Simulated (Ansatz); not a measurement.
# Molecular dynamics, with input and output: CH$_{8}$GeO (part 1 of 3)

System: CH$_{8}$GeO.
Method: RKS LDA/def2-mTZVP (Ansatz 0.2.0).

It belongs to a series of runs on one base structure; here: dynamics from the highest image of the converged band.

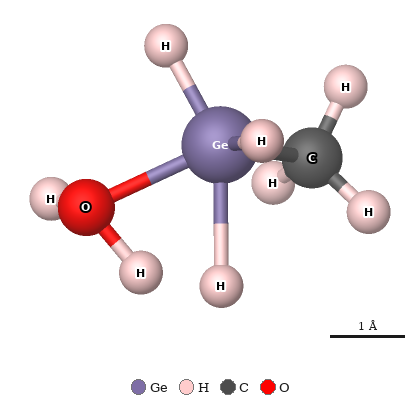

The starting structure (ball-and-stick view, seen at a tilt). Sticks mark near contacts. Bond lengths as drawn: C–Ge 1.94 Å, C–H 1.10 Å, Ge–H 1.54 to 1.93 Å, Ge–O 2.02 Å and H–O 0.98 to 1.16 Å.

Input
```yaml
crystal:
  periodic: [false, false, false]
  atoms:
    - { symbol: Ge, position_ang: [-0.262794, 0.358761, -0.377258] }
    - { symbol: H, position_ang: [-0.025752, 0.677125, 1.514953] }
    - { symbol: C, position_ang: [1.601053, -0.182411, -0.423707] }
    - { symbol: H, position_ang: [1.70678, -1.185214, 0.018495] }
    - { symbol: H, position_ang: [1.955931, -0.229589, -1.465385] }
    - { symbol: H, position_ang: [2.220272, 0.513335, 0.15905] }
    - { symbol: H, position_ang: [-0.579093, 1.854913, -0.552851] }
    - { symbol: H, position_ang: [-0.945462, -0.389963, -1.574563] }
    - { symbol: O, position_ang: [-1.655647, -0.516189, 0.801255] }
    - { symbol: H, position_ang: [-1.604963, -1.498311, 0.781847] }
    - { symbol: H, position_ang: [-0.896626, -0.032157, 1.539966] }
basis:
  gaussian: { orbitals: def2-mTZVP }
hamiltonian:
  xc: lda
md:
  timestep: 0.5
  n_steps: 200
  ensemble: nve
  temperature: 300.0
  initial_velocities: maxwell_boltzmann
  seed: 5446
```

Hardware: 2 threads of Arm Neoverse V1, 24 GiB of memory available, shared host.

Launch command:
```bash
ansatz run input.yaml --threads 2 --pin off --max-ram 3072MiB --backend cpu --events-out ev --progress --plain --runs-dir out
```

Output
```
Engine: ansatz 0.2.0, aarch64-unknown-linux-gnu
Functional definition: SPW92
  exchange = slater_x
  correlation = pw_c
1031 factors; their error is unknown
mean field evaluation 1: about -59605.4237 eV, gradient 8.8e1 eV
mean field evaluation 2: about -59562.9421 eV, gradient 1.6e2 eV
mean field evaluation 4: about -59618.8898 eV, gradient 1.4e1 eV
mean field evaluation 8: about -59619.3298 eV, gradient 1.9e-1 eV
mean field evaluation 16: about -59619.2882 eV, gradient 3.0e-4 eV
mean field -59619.28823365 eV, -2190.9684311818 hartree, gradient 1.8e-5 eV, S^2 0.000000; 0 other end points of the search recorded, 0 dependent functions left out
the calculation of the forces begins
reference -59619.28827195 eV, -2190.9684325891 hartree; 27, 27 occupied and 76, 76 virtual orbitals, 1031 factors
md step     0: t =     0.00 fs  T =   300.0 K  F+E_penalty+E_count = -59619.28823365 eV  E_kin = 0.349002 eV  conserved = -59618.93923166 eV  (29 SCF iters)
these checks for a lower state are left out or cut short: starts, cluster_reference, orbital_swaps, neighbouring_geometries, increment
1031 factors; their error is unknown
mean field -59619.28072580 eV, -2190.9681552733 hartree, gradient 9.2e-6 eV, S^2 0.000000; 0 other end points of the search recorded, 0 dependent functions left out
the calculation of the forces begins
reference -59619.28076410 eV, -2190.9681566809 hartree; 27, 27 occupied and 76, 76 virtual orbitals, 1031 factors
md step     1: t =     0.50 fs  T =   293.7 K  F+E_penalty+E_count = -59619.28072580 eV  E_kin = 0.341615 eV  conserved = -59618.93911035 eV  (33 SCF iters)
[... from here on the SCF iterations and repeated set-up lines of each step are left out, up to the last step ...]
md step     2: t =     1.00 fs  T =   276.2 K  F+E_penalty+E_count = -59619.26007161 eV  E_kin = 0.321313 eV  conserved = -59618.93875904 eV  (33 SCF iters)
md step     3: t =     1.50 fs  T =   252.3 K  F+E_penalty+E_count = -59619.23180467 eV  E_kin = 0.293515 eV  conserved = -59618.93829009 eV  (32 SCF iters)
md step     4: t =     2.00 fs  T =   228.1 K  F+E_penalty+E_count = -59619.20326528 eV  E_kin = 0.265399 eV  conserved = -59618.93786593 eV  (32 SCF iters)
md step     5: t =     2.50 fs  T =   209.3 K  F+E_penalty+E_count = -59619.18108470 eV  E_kin = 0.243450 eV  conserved = -59618.93763430 eV  (32 SCF iters)
md step     6: t =     3.00 fs  T =   198.8 K  F+E_penalty+E_count = -59619.16891268 eV  E_kin = 0.231253 eV  conserved = -59618.93766001 eV  (32 SCF iters)
md step     7: t =     3.50 fs  T =   196.4 K  F+E_penalty+E_count = -59619.16641670 eV  E_kin = 0.228521 eV  conserved = -59618.93789553 eV  (32 SCF iters)
md step     8: t =     4.00 fs  T =   199.2 K  F+E_penalty+E_count = -59619.16998306 eV  E_kin = 0.231769 eV  conserved = -59618.93821450 eV  (32 SCF iters)
md step     9: t =     4.50 fs  T =   203.0 K  F+E_penalty+E_count = -59619.17463838 eV  E_kin = 0.236159 eV  conserved = -59618.93847891 eV  (32 SCF iters)
md step    10: t =     5.00 fs  T =   204.2 K  F+E_penalty+E_count = -59619.17618951 eV  E_kin = 0.237594 eV  conserved = -59618.93859590 eV  (32 SCF iters)
md step    11: t =     5.50 fs  T =   201.3 K  F+E_penalty+E_count = -59619.17270834 eV  E_kin = 0.234168 eV  conserved = -59618.93853988 eV  (32 SCF iters)
md step    12: t =     6.00 fs  T =   194.8 K  F+E_penalty+E_count = -59619.16497375 eV  E_kin = 0.226626 eV  conserved = -59618.93834817 eV  (32 SCF iters)
md step    13: t =     6.50 fs  T =   187.2 K  F+E_penalty+E_count = -59619.15591379 eV  E_kin = 0.217814 eV  conserved = -59618.93810028 eV  (32 SCF iters)
md step    14: t =     7.00 fs  T =   181.8 K  F+E_penalty+E_count = -59619.14937201 eV  E_kin = 0.211485 eV  conserved = -59618.93788653 eV  (32 SCF iters)
md step    15: t =     7.50 fs  T =   181.3 K  F+E_penalty+E_count = -59619.14869181 eV  E_kin = 0.210917 eV  conserved = -59618.93777526 eV  (32 SCF iters)
md step    16: t =     8.00 fs  T =   187.3 K  F+E_penalty+E_count = -59619.15563256 eV  E_kin = 0.217840 eV  conserved = -59618.93779262 eV  (32 SCF iters)
md step    17: t =     8.50 fs  T =   199.4 K  F+E_penalty+E_count = -59619.16993878 eV  E_kin = 0.232016 eV  conserved = -59618.93792277 eV  (32 SCF iters)
md step    18: t =     9.00 fs  T =   216.1 K  F+E_penalty+E_count = -59619.18957513 eV  E_kin = 0.251453 eV  conserved = -59618.93812220 eV  (30 SCF iters)
md step    19: t =     9.50 fs  T =   234.7 K  F+E_penalty+E_count = -59619.21141554 eV  E_kin = 0.273080 eV  conserved = -59618.93833558 eV  (32 SCF iters)
md step    20: t =    10.00 fs  T =   252.4 K  F+E_penalty+E_count = -59619.23213732 eV  E_kin = 0.293631 eV  conserved = -59618.93850607 eV  (32 SCF iters)
md step    21: t =    10.50 fs  T =   267.0 K  F+E_penalty+E_count = -59619.24914170 eV  E_kin = 0.310559 eV  conserved = -59618.93858233 eV  (32 SCF iters)
md step    22: t =    11.00 fs  T =   277.5 K  F+E_penalty+E_count = -59619.26137108 eV  E_kin = 0.322843 eV  conserved = -59618.93852769 eV  (31 SCF iters)
md step    23: t =    11.50 fs  T =   285.0 K  F+E_penalty+E_count = -59619.26986379 eV  E_kin = 0.331528 eV  conserved = -59618.93833626 eV  (32 SCF iters)
md step    24: t =    12.00 fs  T =   292.0 K  F+E_penalty+E_count = -59619.27779905 eV  E_kin = 0.339747 eV  conserved = -59618.93805168 eV  (32 SCF iters)
md step    25: t =    12.50 fs  T =   302.6 K  F+E_penalty+E_count = -59619.28976369 eV  E_kin = 0.351990 eV  conserved = -59618.93777365 eV  (31 SCF iters)
md step    26: t =    13.00 fs  T =   320.2 K  F+E_penalty+E_count = -59619.31018904 eV  E_kin = 0.372560 eV  conserved = -59618.93762945 eV  (31 SCF iters)
md step    27: t =    13.50 fs  T =   347.0 K  F+E_penalty+E_count = -59619.34142239 eV  E_kin = 0.403713 eV  conserved = -59618.93770930 eV  (31 SCF iters)
md step    28: t =    14.00 fs  T =   382.0 K  F+E_penalty+E_count = -59619.38239397 eV  E_kin = 0.444388 eV  conserved = -59618.93800575 eV  (30 SCF iters)
md step    29: t =    14.50 fs  T =   421.5 K  F+E_penalty+E_count = -59619.42874954 eV  E_kin = 0.490339 eV  conserved = -59618.93841070 eV  (30 SCF iters)
md step    30: t =    15.00 fs  T =   460.5 K  F+E_penalty+E_count = -59619.47447283 eV  E_kin = 0.535692 eV  conserved = -59618.93878082 eV  (30 SCF iters)
md step    31: t =    15.50 fs  T =   494.3 K  F+E_penalty+E_count = -59619.51404484 eV  E_kin = 0.575026 eV  conserved = -59618.93901853 eV  (30 SCF iters)
md step    32: t =    16.00 fs  T =   519.9 K  F+E_penalty+E_count = -59619.54395065 eV  E_kin = 0.604843 eV  conserved = -59618.93910732 eV  (30 SCF iters)
md step    33: t =    16.50 fs  T =   536.3 K  F+E_penalty+E_count = -59619.56299845 eV  E_kin = 0.623913 eV  conserved = -59618.93908546 eV  (30 SCF iters)
md step    34: t =    17.00 fs  T =   544.0 K  F+E_penalty+E_count = -59619.57180511 eV  E_kin = 0.632811 eV  conserved = -59618.93899368 eV  (30 SCF iters)
md step    35: t =    17.50 fs  T =   544.4 K  F+E_penalty+E_count = -59619.57218888 eV  E_kin = 0.633343 eV  conserved = -59618.93884566 eV  (30 SCF iters)
md step    36: t =    18.00 fs  T =   540.1 K  F+E_penalty+E_count = -59619.56691612 eV  E_kin = 0.628280 eV  conserved = -59618.93863642 eV  (30 SCF iters)
md step    37: t =    18.50 fs  T =   534.1 K  F+E_penalty+E_count = -59619.55970096 eV  E_kin = 0.621329 eV  conserved = -59618.93837167 eV  (31 SCF iters)
md step    38: t =    19.00 fs  T =   530.3 K  F+E_penalty+E_count = -59619.55504794 eV  E_kin = 0.616959 eV  conserved = -59618.93808848 eV  (29 SCF iters)
md step    39: t =    19.50 fs  T =   532.8 K  F+E_penalty+E_count = -59619.55764056 eV  E_kin = 0.619788 eV  conserved = -59618.93785250 eV  (32 SCF iters)
md step    40: t =    20.00 fs  T =   544.6 K  F+E_penalty+E_count = -59619.57132635 eV  E_kin = 0.633592 eV  conserved = -59618.93773438 eV  (31 SCF iters)
md step    41: t =    20.50 fs  T =   567.6 K  F+E_penalty+E_count = -59619.59804769 eV  E_kin = 0.660267 eV  conserved = -59618.93778080 eV  (31 SCF iters)
md step    42: t =    21.00 fs  T =   601.0 K  F+E_penalty+E_count = -59619.63715861 eV  E_kin = 0.699167 eV  conserved = -59618.93799123 eV  (32 SCF iters)
md step    43: t =    21.50 fs  T =   642.3 K  F+E_penalty+E_count = -59619.68547437 eV  E_kin = 0.747165 eV  conserved = -59618.93830944 eV  (30 SCF iters)
md step    44: t =    22.00 fs  T =   687.3 K  F+E_penalty+E_count = -59619.73816344 eV  E_kin = 0.799526 eV  conserved = -59618.93863744 eV  (31 SCF iters)
md step    45: t =    22.50 fs  T =   731.8 K  F+E_penalty+E_count = -59619.79024713 eV  E_kin = 0.851373 eV  conserved = -59618.93887373 eV  (31 SCF iters)
md step    46: t =    23.00 fs  T =   772.9 K  F+E_penalty+E_count = -59619.83811604 eV  E_kin = 0.899153 eV  conserved = -59618.93896341 eV  (31 SCF iters)
md step    47: t =    23.50 fs  T =   809.2 K  F+E_penalty+E_count = -59619.88032936 eV  E_kin = 0.941400 eV  conserved = -59618.93892897 eV  (31 SCF iters)
md step    48: t =    24.00 fs  T =   841.0 K  F+E_penalty+E_count = -59619.91726544 eV  E_kin = 0.978412 eV  conserved = -59618.93885383 eV  (31 SCF iters)
md step    49: t =    24.50 fs  T =   869.1 K  F+E_penalty+E_count = -59619.94987296 eV  E_kin = 1.011046 eV  conserved = -59618.93882651 eV  (30 SCF iters)
md step    50: t =    25.00 fs  T =   893.5 K  F+E_penalty+E_count = -59619.97834869 eV  E_kin = 1.039463 eV  conserved = -59618.93888567 eV  (30 SCF iters)
md step    51: t =    25.50 fs  T =   913.4 K  F+E_penalty+E_count = -59620.00154447 eV  E_kin = 1.062537 eV  conserved = -59618.93900727 eV  (31 SCF iters)
md step    52: t =    26.00 fs  T =   926.8 K  F+E_penalty+E_count = -59620.01731929 eV  E_kin = 1.078189 eV  conserved = -59618.93912996 eV  (31 SCF iters)
md step    53: t =    26.50 fs  T =   932.1 K  F+E_penalty+E_count = -59620.02349090 eV  E_kin = 1.084304 eV  conserved = -59618.93918719 eV  (30 SCF iters)
md step    54: t =    27.00 fs  T =   928.2 K  F+E_penalty+E_count = -59620.01890592 eV  E_kin = 1.079779 eV  conserved = -59618.93912712 eV  (30 SCF iters)
md step    55: t =    27.50 fs  T =   915.8 K  F+E_penalty+E_count = -59620.00429297 eV  E_kin = 1.065369 eV  conserved = -59618.93892428 eV  (30 SCF iters)
md step    56: t =    28.00 fs  T =   897.5 K  F+E_penalty+E_count = -59619.98268844 eV  E_kin = 1.044100 eV  conserved = -59618.93858886 eV  (30 SCF iters)
md step    57: t =    28.50 fs  T =   877.7 K  F+E_penalty+E_count = -59619.95927524 eV  E_kin = 1.021103 eV  conserved = -59618.93817207 eV  (29 SCF iters)
md step    58: t =    29.00 fs  T =   862.0 K  F+E_penalty+E_count = -59619.94056171 eV  E_kin = 1.002802 eV  conserved = -59618.93775974 eV  (32 SCF iters)
md step    59: t =    29.50 fs  T =   855.8 K  F+E_penalty+E_count = -59619.93301211 eV  E_kin = 0.995560 eV  conserved = -59618.93745243 eV  (32 SCF iters)
md step    60: t =    30.00 fs  T =   863.1 K  F+E_penalty+E_count = -59619.94144976 eV  E_kin = 1.004113 eV  conserved = -59618.93733677 eV  (31 SCF iters)
md step    61: t =    30.50 fs  T =   885.6 K  F+E_penalty+E_count = -59619.96768566 eV  E_kin = 1.030228 eV  conserved = -59618.93745815 eV  (31 SCF iters)
md step    62: t =    31.00 fs  T =   921.5 K  F+E_penalty+E_count = -59620.00980610 eV  E_kin = 1.072002 eV  conserved = -59618.93780416 eV  (32 SCF iters)
md step    63: t =    31.50 fs  T =   966.3 K  F+E_penalty+E_count = -59620.06238417 eV  E_kin = 1.124081 eV  conserved = -59618.93830340 eV  (32 SCF iters)
md step    64: t =    32.00 fs  T =  1013.3 K  F+E_penalty+E_count = -59620.11762915 eV  E_kin = 1.178789 eV  conserved = -59618.93884017 eV  (30 SCF iters)
md step    65: t =    32.50 fs  T =  1055.5 K  F+E_penalty+E_count = -59620.16723484 eV  E_kin = 1.227954 eV  conserved = -59618.93928092 eV  (30 SCF iters)
md step    66: t =    33.00 fs  T =  1087.4 K  F+E_penalty+E_count = -59620.20448688 eV  E_kin = 1.264975 eV  conserved = -59618.93951151 eV  (30 SCF iters)
md step    67: t =    33.50 fs  T =  1105.9 K  F+E_penalty+E_count = -59620.22603537 eV  E_kin = 1.286558 eV  conserved = -59618.93947739 eV  (30 SCF iters)
md step    68: t =    34.00 fs  T =  1111.9 K  F+E_penalty+E_count = -59620.23269821 eV  E_kin = 1.293484 eV  conserved = -59618.93921442 eV  (30 SCF iters)
md step    69: t =    34.50 fs  T =  1108.9 K  F+E_penalty+E_count = -59620.22885296 eV  E_kin = 1.290010 eV  conserved = -59618.93884328 eV  (30 SCF iters)
md step    70: t =    35.00 fs  T =  1102.0 K  F+E_penalty+E_count = -59620.22053953 eV  E_kin = 1.282025 eV  conserved = -59618.93851469 eV  (30 SCF iters)
md step    71: t =    35.50 fs  T =  1095.8 K  F+E_penalty+E_count = -59620.21313117 eV  E_kin = 1.274804 eV  conserved = -59618.93832726 eV  (30 SCF iters)
md step    72: t =    36.00 fs  T =  1093.0 K  F+E_penalty+E_count = -59620.20979608 eV  E_kin = 1.271517 eV  conserved = -59618.93827866 eV  (31 SCF iters)
md step    73: t =    36.50 fs  T =  1094.4 K  F+E_penalty+E_count = -59620.21146801 eV  E_kin = 1.273175 eV  conserved = -59618.93829350 eV  (30 SCF iters)
md step    74: t =    37.00 fs  T =  1100.0 K  F+E_penalty+E_count = -59620.21793920 eV  E_kin = 1.279638 eV  conserved = -59618.93830110 eV  (30 SCF iters)
md step    75: t =    37.50 fs  T =  1109.4 K  F+E_penalty+E_count = -59620.22895530 eV  E_kin = 1.290665 eV  conserved = -59618.93829036 eV  (30 SCF iters)
md step    76: t =    38.00 fs  T =  1122.8 K  F+E_penalty+E_count = -59620.24448834 eV  E_kin = 1.306190 eV  conserved = -59618.93829836 eV  (28 SCF iters)
md step    77: t =    38.50 fs  T =  1139.8 K  F+E_penalty+E_count = -59620.26428593 eV  E_kin = 1.325927 eV  conserved = -59618.93835914 eV  (30 SCF iters)
md step    78: t =    39.00 fs  T =  1159.5 K  F+E_penalty+E_count = -59620.28738912 eV  E_kin = 1.348919 eV  conserved = -59618.93846979 eV  (29 SCF iters)
md step    79: t =    39.50 fs  T =  1180.7 K  F+E_penalty+E_count = -59620.31211928 eV  E_kin = 1.373521 eV  conserved = -59618.93859878 eV  (30 SCF iters)
md step    80: t =    40.00 fs  T =  1201.5 K  F+E_penalty+E_count = -59620.33645938 eV  E_kin = 1.397742 eV  conserved = -59618.93871774 eV  (30 SCF iters)
md step    81: t =    40.50 fs  T =  1220.3 K  F+E_penalty+E_count = -59620.35842426 eV  E_kin = 1.419604 eV  conserved = -59618.93882019 eV  (30 SCF iters)
md step    82: t =    41.00 fs  T =  1235.5 K  F+E_penalty+E_count = -59620.37616569 eV  E_kin = 1.437252 eV  conserved = -59618.93891401 eV  (30 SCF iters)
md step    83: t =    41.50 fs  T =  1245.5 K  F+E_penalty+E_count = -59620.38791198 eV  E_kin = 1.448912 eV  conserved = -59618.93899988 eV  (30 SCF iters)
md step    84: t =    42.00 fs  T =  1249.0 K  F+E_penalty+E_count = -59620.39203130 eV  E_kin = 1.452973 eV  conserved = -59618.93905861 eV  (30 SCF iters)
md step    85: t =    42.50 fs  T =  1245.0 K  F+E_penalty+E_count = -59620.38738585 eV  E_kin = 1.448329 eV  conserved = -59618.93905688 eV  (30 SCF iters)
md step    86: t =    43.00 fs  T =  1233.4 K  F+E_penalty+E_count = -59620.37387212 eV  E_kin = 1.434905 eV  conserved = -59618.93896666 eV  (31 SCF iters)
md step    87: t =    43.50 fs  T =  1215.5 K  F+E_penalty+E_count = -59620.35286148 eV  E_kin = 1.414081 eV  conserved = -59618.93878062 eV  (31 SCF iters)
md step    88: t =    44.00 fs  T =  1193.8 K  F+E_penalty+E_count = -59620.32730739 eV  E_kin = 1.388792 eV  conserved = -59618.93851500 eV  (30 SCF iters)
md step    89: t =    44.50 fs  T =  1171.9 K  F+E_penalty+E_count = -59620.30146675 eV  E_kin = 1.363261 eV  conserved = -59618.93820579 eV  (30 SCF iters)
md step    90: t =    45.00 fs  T =  1153.9 K  F+E_penalty+E_count = -59620.28028721 eV  E_kin = 1.342379 eV  conserved = -59618.93790862 eV  (30 SCF iters)
```
